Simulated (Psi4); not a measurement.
# UCAM-B3LYP/aug-cc-pVDZ run of CH5Si (SMILES C[SiH2])

What is the vertical doublet–quartet gap of CH5Si at UCAM-B3LYP/aug-cc-pVDZ? 

Program for the calculation: Psi4 1.11.

### 1 The molecule

CH5Si: 7 atoms, total charge 0, spin state doublet. SMILES: `C[SiH2]`. The coordinates come from a PBE0-D4/def2-TZVP relaxation.

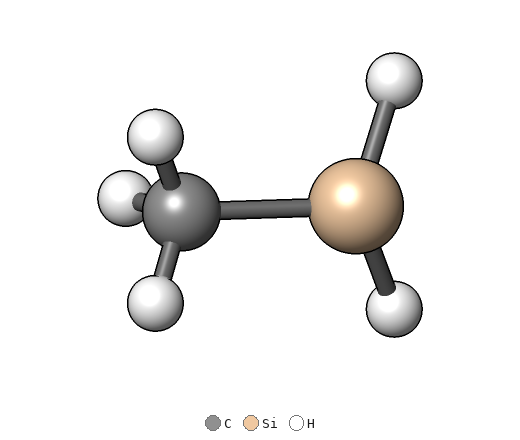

Viewed from a chosen angle; carbon grey, silicon light orange, hydrogen white.

### 2 Energy and gradient at UCAM-B3LYP/aug-cc-pVDZ

Contents of calc.py:

```python
import psi4

psi4.set_memory(1600000000)
psi4.set_num_threads(1)
psi4.set_output_file('run.log', False)

m = psi4.geometry("""
0 2
C     -0.122600    -0.803200     0.095200
Si     0.176200     1.034800     0.314000
H     -0.204800    -1.054900    -0.966600
H      0.699200    -1.383300     0.519500
H     -1.047100    -1.107700     0.589500
H     -0.951500     1.846400    -0.225700
H      1.450600     1.468000    -0.326000
units angstrom
symmetry c1
""")

options = {'basis': 'aug-cc-pVDZ', 'reference': 'uks', 'puream': True, 'e_convergence': 1e-09, 'd_convergence': 1e-08, 'scf_type': 'pk', 'dft_radial_points': 99, 'dft_spherical_points': 590, 'maxiter': 200}
psi4.set_options(options)

E = psi4.gradient('cam-b3lyp', molecule=m)
print('gradient / Eh bohr^-1')
print(E.np.round(6))
```

Launch:

```bash
$ python calc.py
```

run.log:

```text
[...]
  Running in c1 symmetry.
[...]
  Nuclear repulsion =   55.683077117445883
[...]
  Multiplicity = 2
[...]
  Nalpha       = 13
  Nbeta        = 12
[...]
    Number of basis functions: 95
[...]
   @UKS iter   1:  -330.31968193850088   -3.88048e-01   6.62318e-03 DIIS/ADIIS
[...]
   @UKS iter  11:  -330.52792700163286   -2.44427e-11   9.89009e-09 DIIS
[...]
   @S^2 Observed:                7.516686210E-01
[...]
    Orbital Energies [Eh]
    ---------------------
    Alpha Occupied:
       1A    -66.215362     2A    -10.251624     3A     -5.361686
       4A     -3.724407     5A     -3.719034     6A     -3.718722
       7A     -0.789979     8A     -0.588969     9A     -0.484324
      10A     -0.482166    11A     -0.401772    12A     -0.396058
      13A     -0.260989
    Alpha Virtual:
      14A      0.011561    15A      0.028394    16A      0.037550
      17A      0.039216    18A      0.055701    19A      0.067665
      20A      0.068805    21A      0.071293    22A      0.104256
      23A      0.116113    24A      0.123690    25A      0.131002
[...]
  @UKS Final Energy:  -330.52792700163286
   => Energetics <=
    Nuclear Repulsion Energy =             55.6830771174458832
    One-Electron Energy =                -565.5286301506226891
    Two-Electron Energy =                 200.3120006289940136
    DFT Exchange-Correlation Energy =     -20.9943745974500473
    Empirical Dispersion Energy =           0.0000000000000000
    VV10 Nonlocal Energy =                  0.0000000000000000
    Total Energy =                       -330.5279270016328610
[...]
 Multipole Moments:
 ------------------------------------------------------------------------------------
     Multipole            Electronic (a.u.)      Nuclear  (a.u.)        Total (a.u.)
 ------------------------------------------------------------------------------------
 L = 1.  Multiply by 2.5417464519 to convert [e a0] to [Debye]
 Dipole X            :          0.3481540           -0.4025339           -0.0543799
 Dipole Y            :          1.8564971           -2.1903070           -0.3338099
 Dipole Z            :          1.3260896           -1.3721925           -0.0461029
 Magnitude           :                                                    0.3413381
[...]
  -Total Gradient:
     Atom            X                  Y                   Z
    ------   -----------------  -----------------  -----------------
       1       -0.000024874042     0.000180758450    -0.000142965700
       2       -0.000572070755    -0.003346698481    -0.002033061625
       3        0.000313910110     0.001061282919     0.003482810257
       4       -0.002621867815     0.002309340625    -0.001303662405
       5        0.003129859348     0.001417696168    -0.001551946812
       6        0.001577483079    -0.001072244668     0.000698356149
       7       -0.001802406197    -0.000549989768     0.000850786150
[...]
```

The script printed:

```text
gradient / Eh bohr^-1
[[-2.500e-05  1.810e-04 -1.430e-04]
 [-5.720e-04 -3.347e-03 -2.033e-03]
 [ 3.140e-04  1.061e-03  3.483e-03]
 [-2.622e-03  2.309e-03 -1.304e-03]
 [ 3.130e-03  1.418e-03 -1.552e-03]
 [ 1.577e-03 -1.072e-03  6.980e-04]
 [-1.802e-03 -5.500e-04  8.510e-04]]
```

It took 57 s on 1 thread of Intel Xeon Platinum 8488C (Sapphire Rapids), shared host; peak memory 0.92 GiB.

### 3 The quartet: a single-point energy at UCAM-B3LYP/aug-cc-pVDZ

Contents of ch5si.inp:

```
memory 1600 MB

molecule m {
  0 4
  C     -0.23168042    -1.51782802     0.17990193
  Si     0.33296974     1.95548859     0.59337400
  H     -0.38701591    -1.99347209    -1.82660927
  H      1.32129651    -2.61405815     0.98171272
  H     -1.97873223    -2.09324963     1.11399355
  H     -1.79807441     3.48919032    -0.42651119
  H      2.74123672     2.77411795    -0.61605072
  units au
  symmetry c1
  no_reorient
  no_com
}

set globals {
  basis aug-cc-pVDZ
  reference uks
  puream true
  e_convergence 1e-09
  d_convergence 1e-08
  scf_type pk
  dft_radial_points 99
  dft_spherical_points 590
  maxiter 200
}

E = energy('cam-b3lyp')
```

Launch:

```bash
$ psi4 ch5si.inp ch5si.out -n 1
```

ch5si.out:

```text
[...]
  Running in c1 symmetry.
[...]
  Nuclear repulsion =   55.683077169544077
[...]
  Multiplicity = 4
[...]
  Nalpha       = 14
  Nbeta        = 11
[...]
    Number of basis functions: 95
[...]
   @UKS iter   1:  -329.91549116140817    1.61430e-02   7.66526e-03 ADIIS/DIIS
[...]
   @UKS iter  28:  -330.22526544340099   -6.93490e-12   5.96976e-09 DIIS
[...]
   @S^2 Observed:                3.757681371E+00
[...]
    Orbital Energies [Eh]
    ---------------------
    Alpha Occupied:
       1A    -66.284888     2A    -10.279182     3A     -5.430312
       4A     -3.794131     5A     -3.791027     6A     -3.783807
       7A     -0.823331     8A     -0.684288     9A     -0.553376
      10A     -0.507881    11A     -0.493555    12A     -0.451816
      13A     -0.312435    14A     -0.109380
    Alpha Virtual:
      15A      0.009470    16A      0.015838    17A      0.017121
      18A      0.028633    19A      0.036358    20A      0.058969
      21A      0.062648    22A      0.068987    23A      0.083712
      24A      0.090539    25A      0.098390    26A      0.113143
[...]
  @UKS Final Energy:  -330.22526544340099
   => Energetics <=
    Nuclear Repulsion Energy =             55.6830771695440774
    One-Electron Energy =                -563.9921097759705617
    Two-Electron Energy =                 198.9921349789045735
    DFT Exchange-Correlation Energy =     -20.9083678158790356
    Empirical Dispersion Energy =           0.0000000000000000
    VV10 Nonlocal Energy =                  0.0000000000000000
    Total Energy =                       -330.2252654434009855
[...]
 Multipole Moments:
 ------------------------------------------------------------------------------------
     Multipole            Electronic (a.u.)      Nuclear  (a.u.)        Total (a.u.)
 ------------------------------------------------------------------------------------
 L = 1.  Multiply by 2.5417464519 to convert [e a0] to [Debye]
 Dipole X            :         -3.1544501            3.1702045            0.0157544
 Dipole Y            :        -17.6421860           17.8324005            0.1902146
 Dipole Z            :         -8.9081233            8.6131827           -0.2949406
 Magnitude           :                                                    0.3513115
[...]
```

It took 76 s on 1 thread of Intel Xeon Platinum 8488C (Sapphire Rapids), shared host; peak memory 0.92 GiB.

### 4 Summary of results

Level: UCAM-B3LYP/aug-cc-pVDZ.

| quantity | value |
| --- | --- |
| doublet: total energy | -330.52793 Eh |
| doublet: dipole moment | 0.87 D |
| doublet: HOMO energy (highest over α and β) | -7.10 eV |
| doublet: LUMO energy (lowest over α and β) | -1.32 eV |
| doublet: ⟨S²⟩ | 0.752 |
| doublet: largest force on an atom | 0.203 eV/Å |
| quartet: total energy | -330.22527 Eh |
| quartet: dipole moment | 0.89 D |
| quartet: HOMO energy (highest over α and β) | -2.98 eV |
| quartet: ⟨S²⟩ | 3.758 |
| vertical energy of the quartet above the doublet | 8.236 eV |

At this shape the quartet lies 8.24 eV (190 kcal/mol) above the doublet.
